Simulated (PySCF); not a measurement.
C2H9NSi, SMILES `CN(C)[SiH3]`.

Method: PBE0/def2-SVPD; geometry: GFN2-xTB; program: PySCF. No frequency check shows the geometry to be a minimum.

Coordinates in Å:

```
C1      -1.1399    1.1948   -0.0341
N2      -0.3622   -0.0000    0.1716
C3      -1.1399   -1.1949   -0.0339
Si4      1.3471    0.0001   -0.0137
H5      -2.0110    1.1893    0.6284
H6      -0.5361    2.0703    0.1898
H7      -1.5011    1.2764   -1.0675
H8      -0.5360   -2.0703    0.1901
H9      -1.5011   -1.2766   -1.0673
H10     -2.0110   -1.1893    0.6285
H11      1.8451   -0.0014   -1.4022
H12      1.8027   -1.2207    0.6499
H13      1.8026    1.2209    0.6497
```

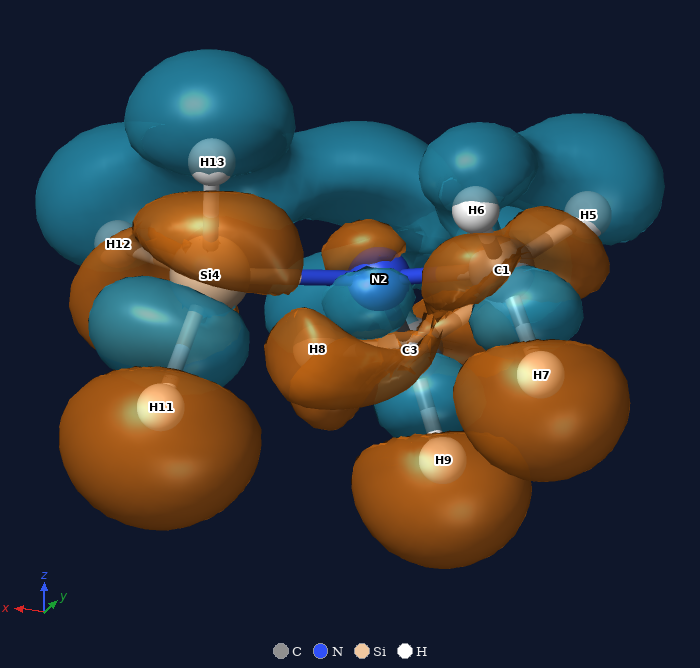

Change of the electron density in a uniform field of 0.26 V/Å, surfaces at ±0.0015 e/Å³ (light blue: gain, orange: loss).

> Along which Cartesian direction does the field point?

Along −z: electrons gather on the +z side, against the field.

> How large is the response?

The induced dipole is 0.69 D (along the field); α along this axis, from the fields in both directions, is 55 bohr³ (8.1 Å³).

> Which atoms gain and lose the most charge?

Electrons gather most on H12 and H13 alike (Hirshfeld charge changes by −0.006 e) and leave H11 most (+0.013 e); 0.073 electrons are displaced in all.
